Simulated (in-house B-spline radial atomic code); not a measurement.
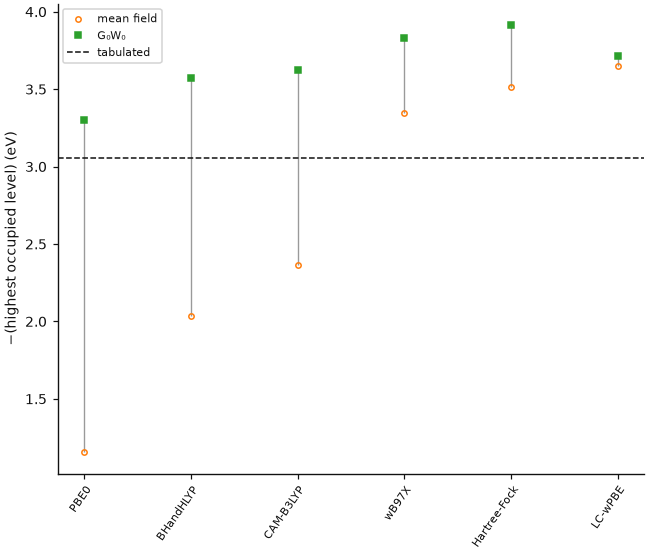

Binding energy of the highest level (5p) of an atom or ion with the configuration [Kr] 4d¹⁰ 5s² 5p⁶, on 6 mean-field starts and after G₀W₀. All-electron spherical atom, non-relativistic, no spin-orbit coupling, Breit or QED terms; computed with a B-spline radial code.

Q: Which atom or ion is it?

A: I⁻. The mean-field values spread from 1.16 eV (PBE0) to 3.65 eV (LC-wPBE); after G₀W₀ they lie between 3.30 eV (PBE0) and 3.91 eV (Hartree-Fock), so the spread shrinks from 2.49 to 0.62 eV. The tabulated removal energy is 3.06 eV; the nearest G₀W₀ value is that on PBE0 (3.30 eV).

Caveat: anion configuration assumed; relativity, absent here, matters against the tabulated value.
